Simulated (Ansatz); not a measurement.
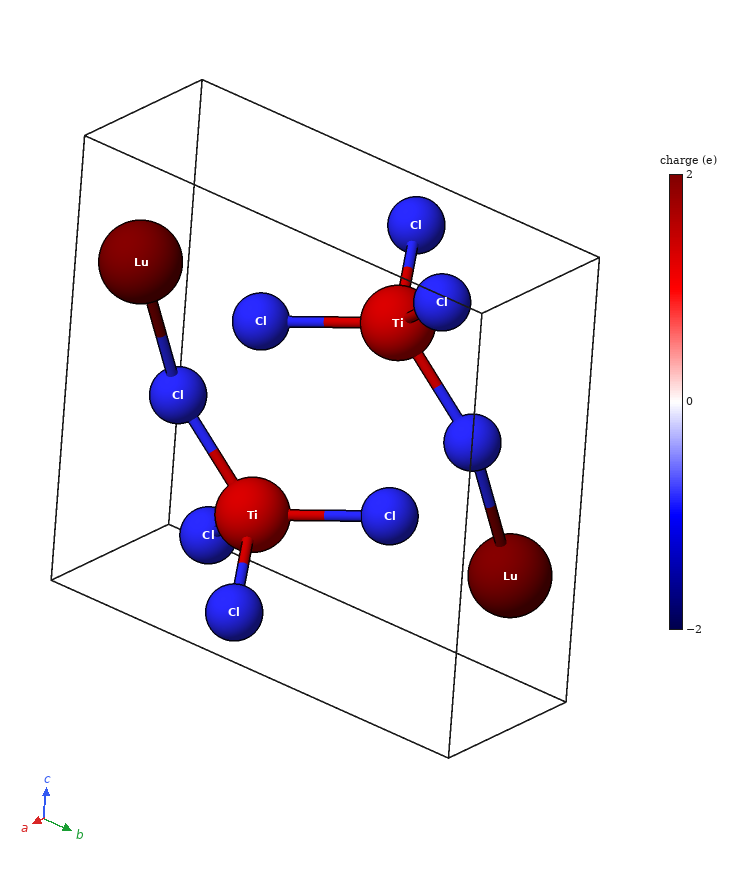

A ball-and-stick picture of a crystal structure, seen slightly off an axis. The wireframe shows the simulation cell. The atoms of this LuTiCl$_{4}$ cell are coloured by their Bader charge.

Calculation details: Ansatz, DFT, PAW plane waves, r2SCAN; wavefunction cutoff 500 eV, k-points on a 5×5×5 grid, Gaussian smearing of 0.15 eV, no spin polarisation.

### Summarise the charge transfer.

Most positive: Lu; most negative: Cl. Charges: about Lu +2.0 e; Ti +1.3 e; Cl -0.8 e.

Its origin is a generated cell, made by putting these elements into a known structure type (the compound may or may not exist in this form). The atoms were relaxed in a fixed cell with Ansatz 0.2.0, DFT, PAW plane waves, r2SCAN.
